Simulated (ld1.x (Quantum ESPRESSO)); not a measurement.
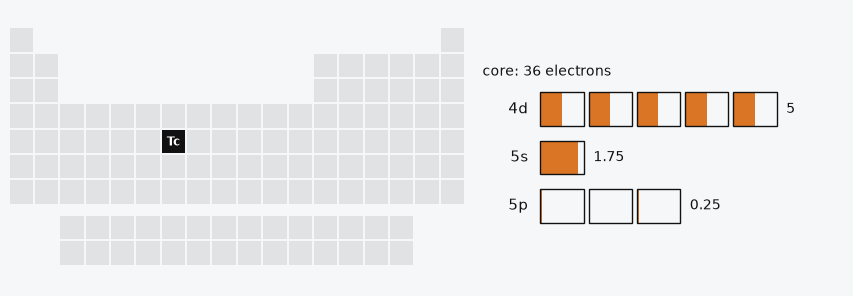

Left, the place of technetium in the periodic table; right, the valence shells of the reference configuration: a box for each of the 2l + 1 orbitals, shaded by the share of the shell that is filled, with the electron count at the right.

Run report: Tc, pseudopotential generation (part 1 of 2)

System: technetium (Tc, Z = 43), core [Kr], reference valence 4d5 5s1.75 5p0.25, valence charge 7.
Method: TM potential, PBEsol, non-relativistic, made with ld1.x (Quantum ESPRESSO) 7.5.

### Summary

- outcome: generated
- cutoffs needed: 45 Ry and 55 Ry (the cutoffs, on a coarse ladder, from which the occupation-weighted sum of valence levels, in a spherical-Bessel basis at the reference potential, stays within 10 and 1 mRy of its value at 400 Ry); ghost states and empty shells don't enter this sum
- ghost test: no ghost state below the valence levels in the p, d, f, s channels (spherical-Bessel basis up to 400 Ry, 20 bohr box)
- largest excitation error: -418 meV (all-electron minus pseudo) for 4d3 5s0 5p0, out of 7 test configurations
- range over which the phases arctan(r u′/u) at the test radius agree within 0.05 rad (a looser test near the poles than one of phase shifts): s: up to about 1.9 Ry; p: up to about 2.8 Ry; d: up to about 0.5 Ry; f: up to about 1.3 Ry
- hardware: 1 CPU thread, shared host
- wall time: 5.2 s

### Notes

An excitation error of 418 meV in its own tests makes this a poorly transferable potential. Warnings of the program, in the generation or the tests: convergence not achieved.

### Input
```
 &input
   title='Tc', zed=43., rel=0, dft='PBESOL', iswitch=3,
   config='[Kr] 4d5 4f-2 5s1.75 5p0.25',
   nld=4, rlderiv=3.05, eminld=-3.0, emaxld=5.0, deld=0.02
 /
 &inputp
   pseudotype=2, tm=.true., lloc=0,
   nlcc=.false.,
   file_pseudopw='Tc.UPF', file_wfcaegen='ae.wfc', file_wfcncgen='nc.wfc', file_beta='beta', file_chi='chi'
 /
4
5P  2  1   0.25   0.00  2.65  2.65  0.0
4D  3  2   5.00   0.00  1.80  1.80  0.0
4F  4  3  -2.00   0.25  2.40  2.40  0.0
5S  1  0   1.75   0.00  2.80  2.80  0.0
 &test
   configts(1)='4d5 5s1.75 5p0.25'
 /
```

### Input of the test run
```
 &input
   title='Tc', zed=43., rel=0, dft='PBESOL', iswitch=2,
   config='[Kr] 4d5 4f-2 5s1.75 5p0.25'
 /
 &test
   file_pseudo='Tc.UPF', nconf=8,
   configts(1)='4d5 5s1.75 5p0.25',
   configts(2)='4d5 5s2 5p0',
   configts(3)='4d5 5s1 5p0',
   configts(4)='4d5 5s0 5p0',
   configts(5)='4d4 5s2 5p0',
   configts(6)='4d5.5 5s1.5 5p0',
   configts(7)='4d3 5s0 5p0',
   configts(8)='4d4 5s0 5p0'
 /
```

Command:
```bash
ld1.x < Tc.in > Tc.out
```

### The program's output
```
     Program LD1 v.7.5
     --------------------------- All-electron run ----------------------------

     Tc

     atomic number is 43.00
     dft =PBESOL   lsd =0 sic =0 latt =0  beta=0.20 tr2=1.0E-14
     Exchange-correlation= PBESOL
                           (   1   4  10   8   0   0   0)
     mesh =1231 r(mesh) = 100.86670 a.u. xmin = -7.00 dx = 0.01250
     1 Ry =  13.60569312 eV

     n l     nl                  e(Ry)          e(Ha)          e(eV)
     1 0     1S 1( 2.00)     -1492.5880      -746.2940    -20307.6945
     2 0     2S 1( 2.00)      -209.2699      -104.6350     -2847.2625
     2 1     2P 1( 6.00)      -193.2527       -96.6264     -2629.3373
     3 0     3S 1( 2.00)       -36.3370       -18.1685      -494.3904
     3 1     3P 1( 6.00)       -30.1162       -15.0581      -409.7518
     4 0     4S 1( 2.00)        -5.1242        -2.5621       -69.7179
     4 1     4P 1( 6.00)        -3.3057        -1.6528       -44.9759
     3 2     3D 1(10.00)       -18.6846        -9.3423      -254.2170
     4 2     4D 1( 5.00)        -0.5548        -0.2774        -7.5485
     5 0     5S 1( 1.75)        -0.3711        -0.1856        -5.0494
     5 1     5P 1( 0.25)        -0.1191        -0.0595        -1.6204

     final scf error:  8.0E-15 reached in  36 iterations

     Etot =   -8408.168828 Ry,   -4204.084414 Ha, -114398.964801 eV

     Ekin =    8403.856022 Ry,    4201.928011 Ha,  114340.286090 eV
     Encl =  -20013.696498 Ry,  -10006.848249 Ha, -272300.212814 eV
     Eh   =    3448.810990 Ry,    1724.405495 Ha,   46923.463968 eV
     Exc  =    -247.139342 Ry,    -123.569671 Ha,   -3362.502046 eV

     normalization and overlap integrals

     s(1S/1S) =  1.000000  <r> =   0.0355  <r2> =    0.0017  r(max) =   0.0235
     s(2S/2S) =  1.000000  <r> =   0.1548  <r2> =    0.0282  r(max) =   0.1305
     s(2P/2P) =  1.000000  <r> =   0.1325  <r2> =    0.0214  r(max) =   0.1029
     s(3S/3S) =  1.000000  <r> =   0.4277  <r2> =    0.2093  r(max) =   0.3824
     s(3P/3P) =  1.000000  <r> =   0.4218  <r2> =    0.2068  r(max) =   0.3730
     s(4S/4S) =  1.000000  <r> =   1.0856  <r2> =    1.3357  r(max) =   0.9766
     s(4P/4P) =  1.000000  <r> =   1.1835  <r2> =    1.6058  r(max) =   1.0266
     s(3D/3D) =  1.000000  <r> =   0.3985  <r2> =    0.1903  r(max) =   0.3131
     s(4D/4D) =  1.000000  <r> =   1.6911  <r2> =    3.5093  r(max) =   1.2540
     s(5S/5S) =  1.000000  <r> =   3.3698  <r2> =   13.0243  r(max) =   2.8258
     s(5P/5P) =  1.000000  <r> =   4.6836  <r2> =   25.8819  r(max) =   3.6741

     ------------------------ End of All-electron run ------------------------

     --------------------- Generating NC pseudopotential ---------------------

      Generating local pot.: lloc=0, matching radius rcloc =   2.8000

      Wfc   5P  rcut= 2.622  Using Troullier-Martins method

      Wfc   4D  rcut= 1.802  Using Troullier-Martins method

      Wfc   4F  rcut= 2.372  Using Troullier-Martins method

     ------------------- End of pseudopotential generation -------------------

     --------------------------- All-electron run ----------------------------

     Tc

     atomic number is 43.00
     dft =PBESOL   lsd =0 sic =0 latt =0  beta=0.20 tr2=1.0E-14
     Exchange-correlation= PBESOL
                           (   1   4  10   8   0   0   0)
     mesh =1231 r(mesh) = 100.86670 a.u. xmin = -7.00 dx = 0.01250
     1 Ry =  13.60569312 eV

     n l     nl                  e(Ry)          e(Ha)          e(eV)
     1 0     1S 1( 2.00)     -1492.5880      -746.2940    -20307.6945
     2 0     2S 1( 2.00)      -209.2699      -104.6350     -2847.2625
     2 1     2P 1( 6.00)      -193.2527       -96.6264     -2629.3373
     3 0     3S 1( 2.00)       -36.3370       -18.1685      -494.3904
     3 1     3P 1( 6.00)       -30.1162       -15.0581      -409.7518
     4 0     4S 1( 2.00)        -5.1242        -2.5621       -69.7179
     4 1     4P 1( 6.00)        -3.3057        -1.6528       -44.9759
     3 2     3D 1(10.00)       -18.6846        -9.3423      -254.2170
     4 2     4D 1( 5.00)        -0.5548        -0.2774        -7.5485
     5 0     5S 1( 1.75)        -0.3711        -0.1856        -5.0494
     5 1     5P 1( 0.25)        -0.1191        -0.0595        -1.6204

     final scf error:  8.0E-15 reached in  36 iterations

     Etot =   -8408.168828 Ry,   -4204.084414 Ha, -114398.964801 eV

     Ekin =    8403.856022 Ry,    4201.928011 Ha,  114340.286090 eV
     Encl =  -20013.696498 Ry,  -10006.848249 Ha, -272300.212814 eV
     Eh   =    3448.810990 Ry,    1724.405495 Ha,   46923.463968 eV
     Exc  =    -247.139342 Ry,    -123.569671 Ha,   -3362.502046 eV

     normalization and overlap integrals

     s(1S/1S) =  1.000000  <r> =   0.0355  <r2> =    0.0017  r(max) =   0.0235
     s(2S/2S) =  1.000000  <r> =   0.1548  <r2> =    0.0282  r(max) =   0.1305
     s(2P/2P) =  1.000000  <r> =   0.1325  <r2> =    0.0214  r(max) =   0.1029
     s(3S/3S) =  1.000000  <r> =   0.4277  <r2> =    0.2093  r(max) =   0.3824
     s(3P/3P) =  1.000000  <r> =   0.4218  <r2> =    0.2068  r(max) =   0.3730
     s(4S/4S) =  1.000000  <r> =   1.0856  <r2> =    1.3357  r(max) =   0.9766
     s(4P/4P) =  1.000000  <r> =   1.1835  <r2> =    1.6058  r(max) =   1.0266
     s(3D/3D) =  1.000000  <r> =   0.3985  <r2> =    0.1903  r(max) =   0.3131
     s(4D/4D) =  1.000000  <r> =   1.6911  <r2> =    3.5093  r(max) =   1.2540
     s(5S/5S) =  1.000000  <r> =   3.3698  <r2> =   13.0243  r(max) =   2.8258
     s(5P/5P) =  1.000000  <r> =   4.6836  <r2> =   25.8819  r(max) =   3.6741

     ------------------------ End of All-electron run ------------------------

     Computing logarithmic derivative in   3.06507
     Message from routine run_pseudo:
     Warning: convergence not achieved
     Computing logarithmic derivative in   3.06507
     Computing the partial wave expansion
       no projector for channel:   0
     R is outside the sphere for l=    1 j= 0.00
     R is outside the sphere for l=    2 j= 0.00
     R is outside the sphere for l=    3 j= 0.00

     ---------------------- Testing the pseudopotential ----------------------

     Tc

     atomic number is 43.00   valence charge is  7.00
     dft =PBESOL   lsd =0 sic =0 latt =0  beta=0.20 tr2=1.0E-14
     mesh =1231 r(mesh) = 100.86670 xmin = -7.00 dx = 0.01250

     n l     nl             e AE (Ry)        e PS (Ry)    De AE-PS (Ry)
     3 2     4D   1( 5.00)       -0.55480       -0.55480       -0.00000
     1 0     5S   1( 1.75)       -0.37112       -0.37112        0.00000
     2 1     5P   1( 0.25)       -0.11910       -0.11910       -0.00000

     eps = 7.8E-12  iter =201

     Etot =   -8408.168828 Ry,   -4204.084414 Ha, -114398.964801 eV
     Etotps =   -22.822433 Ry,     -11.411216 Ha,    -310.515017 eV

     Ekin =      23.422246 Ry,      11.711123 Ha,     318.675888 eV
     Encl =     -34.832778 Ry,     -17.416389 Ha,    -473.924093 eV
     Ehrt =      20.753286 Ry,      10.376643 Ha,     282.362842 eV
     Ecxc =      -4.572441 Ry,      -2.286221 Ha,     -62.211234 eV
     Epseu=     -27.592745 Ry,     -13.796372 Ha,    -375.418420 eV

     ---------------------- End of pseudopotential test ----------------------
```

### Output of the test run (extracts)
```
     ---------------------- Testing the pseudopotential ----------------------

     Tc

     atomic number is 43.00   valence charge is  7.00
     dft =PBESOL   lsd =0 sic =0 latt =0  beta=0.20 tr2=1.0E-14
     mesh =1231 r(mesh) = 100.86670 xmin = -7.00 dx = 0.01250

     n l     nl             e AE (Ry)        e PS (Ry)    De AE-PS (Ry)
     3 2     4D   1( 5.00)       -0.55480       -0.55480       -0.00000
     1 0     5S   1( 1.75)       -0.37112       -0.37112        0.00000
     2 1     5P   1( 0.25)       -0.11910       -0.11910       -0.00000

     eps = 9.4E-11  iter =201

     Etot =   -8408.168830 Ry,   -4204.084415 Ha, -114398.964831 eV
     Etotps =   -22.822433 Ry,     -11.411216 Ha,    -310.515017 eV

     Ekin =      23.422246 Ry,      11.711123 Ha,     318.675888 eV
     Encl =     -34.832778 Ry,     -17.416389 Ha,    -473.924093 eV
     Ehrt =      20.753286 Ry,      10.376643 Ha,     282.362842 eV
     Ecxc =      -4.572441 Ry,      -2.286221 Ha,     -62.211234 eV
     Epseu=     -27.592745 Ry,     -13.796372 Ha,    -375.418420 eV

     ---------------------- End of pseudopotential test ----------------------

     ---------------------- Testing the pseudopotential ----------------------

     Tc

     atomic number is 43.00   valence charge is  7.00
     dft =PBESOL   lsd =0 sic =0 latt =0  beta=0.20 tr2=1.0E-14
     mesh =1231 r(mesh) = 100.86670 xmin = -7.00 dx = 0.01250

     n l     nl             e AE (Ry)        e PS (Ry)    De AE-PS (Ry)
     3 2     4D   1( 5.00)       -0.53002       -0.53004        0.00002
     1 0     5S   1( 2.00)       -0.35459       -0.35457       -0.00002
     2 1     5P   1( 0.00)       -0.10555       -0.10553       -0.00002

     eps = 7.4E-12  iter =201

     Etot =   -8408.231448 Ry,   -4204.115724 Ha, -114399.816792 eV
     Etotps =   -22.885053 Ry,     -11.442527 Ha,    -311.367015 eV
     dEtot_ae =      -0.062618 Ry
     dEtot_ps =      -0.062621 Ry,   Delta E=       0.000003 Ry

     Ekin =      23.335080 Ry,      11.667540 Ha,     317.489933 eV
     Encl =     -35.035605 Ry,     -17.517803 Ha,    -476.683695 eV
     Ehrt =      20.918556 Ry,      10.459278 Ha,     284.611448 eV
     Ecxc =      -4.600223 Ry,      -2.300111 Ha,     -62.589220 eV
     Epseu=     -27.502861 Ry,     -13.751430 Ha,    -374.195480 eV

     ---------------------- End of pseudopotential test ----------------------

     ---------------------- Testing the pseudopotential ----------------------

     Tc

     atomic number is 43.00   valence charge is  7.00
     dft =PBESOL   lsd =0 sic =0 latt =0  beta=0.20 tr2=1.0E-14
     mesh =1231 r(mesh) = 100.86670 xmin = -7.00 dx = 0.01250

     n l     nl             e AE (Ry)        e PS (Ry)    De AE-PS (Ry)
     3 2     4D   1( 5.00)       -1.06820       -1.06639       -0.00181
     1 0     5S   1( 1.00)       -0.80743       -0.80764        0.00021
     2 1     5P   1( 0.00)       -0.49927       -0.49965        0.00037

     eps = 1.4E-11  iter =201

     Etot =   -8407.654658 Ry,   -4203.827329 Ha, -114391.969159 eV
     Etotps =   -22.308109 Ry,     -11.154054 Ha,    -303.517280 eV
     dEtot_ae =       0.514172 Ry
     dEtot_ps =       0.514324 Ry,   Delta E=      -0.000152 Ry

     Ekin =      23.717866 Ry,      11.858933 Ha,     322.698005 eV
     Encl =     -31.026430 Ry,     -15.513215 Ha,    -422.136088 eV
     Ehrt =      17.447836 Ry,       8.723918 Ha,     237.389898 eV
     Ecxc =      -4.243397 Ry,      -2.121699 Ha,     -57.734361 eV
     Epseu=     -28.203983 Ry,     -14.101991 Ha,    -383.734734 eV

     ---------------------- End of pseudopotential test ----------------------

     ---------------------- Testing the pseudopotential ----------------------

     Tc

     atomic number is 43.00   valence charge is  7.00
     dft =PBESOL   lsd =0 sic =0 latt =0  beta=0.20 tr2=1.0E-14
     mesh =1231 r(mesh) = 100.86670 xmin = -7.00 dx = 0.01250

     n l     nl             e AE (Ry)        e PS (Ry)    De AE-PS (Ry)
     3 2     4D   1( 5.00)       -1.67539       -1.67061       -0.00477
     1 0     5S   1( 0.00)       -1.29983       -1.29566       -0.00417
     2 1     5P   1( 0.00)       -0.93920       -0.93652       -0.00267

     eps = 1.3E-15  iter =  7

     Etot =   -8406.603726 Ry,   -4203.301863 Ha, -114377.670504 eV
     Etotps =   -21.258315 Ry,     -10.629158 Ha,    -289.234110 eV
     dEtot_ae =       1.565104 Ry
     dEtot_ps =       1.564118 Ry,   Delta E=       0.000986 Ry

     Ekin =      24.198634 Ry,      12.099317 Ha,     329.239191 eV
     Encl =     -26.479539 Ry,     -13.239769 Ha,    -360.272476 eV
     Ehrt =      14.067804 Ry,       7.033902 Ha,     191.402226 eV
     Ecxc =      -3.878930 Ry,      -1.939465 Ha,     -52.775536 eV
     Epseu=     -29.166284 Ry,     -14.583142 Ha,    -396.827515 eV

     ---------------------- End of pseudopotential test ----------------------

     ---------------------- Testing the pseudopotential ----------------------

     Tc

     atomic number is 43.00   valence charge is  7.00
     dft =PBESOL   lsd =0 sic =0 latt =0  beta=0.20 tr2=1.0E-14
     mesh =1231 r(mesh) = 100.86670 xmin = -7.00 dx = 0.01250

     n l     nl             e AE (Ry)        e PS (Ry)    De AE-PS (Ry)
     3 2     4D   1( 4.00)       -1.29680       -1.31263        0.01583  !
     1 0     5S   1( 2.00)       -0.90603       -0.90481       -0.00121
     2 1     5P   1( 0.00)       -0.56976       -0.56788       -0.00188

     eps = 1.2E-10  iter =201

     Etot =   -8407.330400 Ry,   -4203.665200 Ha, -114387.557405 eV
     Etotps =   -21.976228 Ry,     -10.988114 Ha,    -299.001816 eV
     dEtot_ae =       0.838430 Ry
     dEtot_ps =       0.846205 Ry,   Delta E=      -0.007774 Ry

     Ekin =      20.479379 Ry,      10.239690 Ha,     278.636148 eV
     Encl =     -30.660324 Ry,     -15.330162 Ha,    -417.154954 eV
     Ehrt =      16.100878 Ry,       8.050439 Ha,     219.063607 eV
     Ecxc =      -3.923824 Ry,      -1.961912 Ha,     -53.386349 eV
     Epseu=     -23.972337 Ry,     -11.986169 Ha,    -326.160267 eV

     ---------------------- End of pseudopotential test ----------------------
```

(Continued in part 2.)
